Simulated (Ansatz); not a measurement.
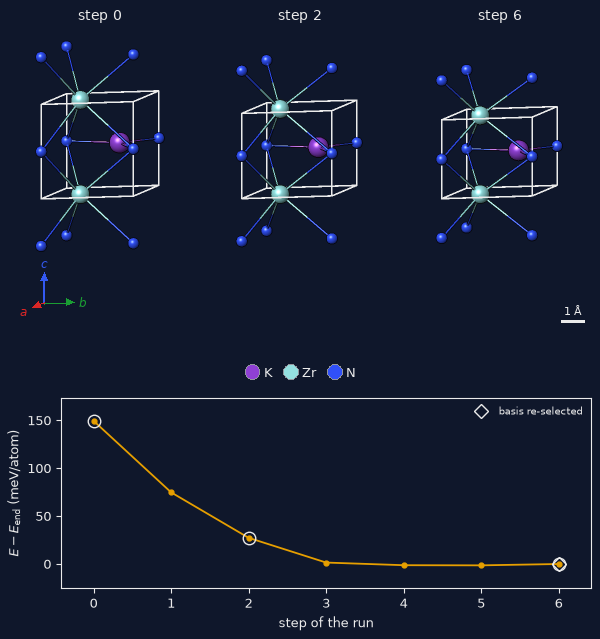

Frames of a relaxation of solid KZrN (a generated structure, set up in P-6m2) (coarse preliminary run), marked on the history of the run. A ball-and-stick model of the cell of the calculation, seen slightly off an axis.

These are results of DFT PBE, scalar-relativistic, plane waves, PAW in Ansatz, not measurements.

Input
```yaml
crystal:
  lattice:
    - [4.2600588, 0.0, 0.0]
    - [-2.1300294, 3.68931914, 0.0]
    - [0.0, 0.0, 4.2513874]
  atoms:
    - { symbol: K, position: [0.33333333, 0.66666667, 0.5] }
    - { symbol: Zr, position: [0.66666667, 0.33333333, 0.0] }
    - { symbol: "N", position: [0.0, 0.0, 0.5] }
basis:
  ecutwfc: 420
kpoints:
  mp_grid: { grid: [6, 6, 4] }
hamiltonian:
  xc: pbe
scf:
  occupations: { method: gaussian, width: 0.1 }
  lower_state_search: "off"
output:
  forces: true
  stress: true
  eigenvalues: true
relax:
  adjacent_minimum: "off"
  f_tol: 0.04
  max_steps: 70
  cell: { stress_tol: 0.4 }
```

Command:
```bash
ansatz run input.yaml --threads 1 --pin off --max-ram 2560MiB --backend cpu --events-out ev --progress --plain --runs-dir out
```

Describe the path.

The energy falls by 150 meV per atom in 5 accepted moves (6 points after the start). All forces vanish by symmetry, so only the cell relaxes. The pressure goes from −6.04 to −0.18 GPa. The SCF was repeated once at an unchanged geometry on a basis and grid sized afresh for the cell, which shifted the energy by 1.4 meV per atom at most. No atom moves by more than 0.005 Å relative to the cell. The drawn cell changes as follows: a = b 4.260 → 4.179 Å (−1.9 %), c 4.251 → 3.547 Å (−16.6 %); the volume changes by −19.7 %. Near-neighbour distances that change, for instance: K1–K1 4.251 → 3.547 Å, K1–Zr2 3.251 → 2.994 Å, Zr2–N3 3.251 → 2.994 Å, K1–N3 2.460 → 2.412 Å. The space group stays P-6m2 (No. 187). From step 0 to 2: volume −13.7 %, energy −122 meV per atom. From step 2 to 6: volume −7.0 %, energy −27.3 meV per atom.

```json
{"step": "0", "E − E(0), meV/atom": "0.00", "pressure, GPa": "-6.04", "volume, Å³/atom": "22.273", "note": ""}
{"step": "1", "E − E(0), meV/atom": "-74.67", "pressure, GPa": "-4.02", "volume, Å³/atom": "20.510", "note": ""}
{"step": "2", "E − E(0), meV/atom": "-122.18", "pressure, GPa": "-2.17", "volume, Å³/atom": "19.217", "note": ""}
{"step": "3", "E − E(0), meV/atom": "-148.02", "pressure, GPa": "-0.49", "volume, Å³/atom": "18.186", "note": ""}
{"step": "4", "E − E(0), meV/atom": "-150.78", "pressure, GPa": "0.30", "volume, Å³/atom": "17.734", "note": ""}
{"step": "5", "E − E(0), meV/atom": "-150.93", "pressure, GPa": "-0.04", "volume, Å³/atom": "17.880", "note": ""}
{"step": "6", "E − E(0), meV/atom": "-149.52", "pressure, GPa": "-0.18", "volume, Å³/atom": "17.880", "note": "same geometry, new basis"}
```
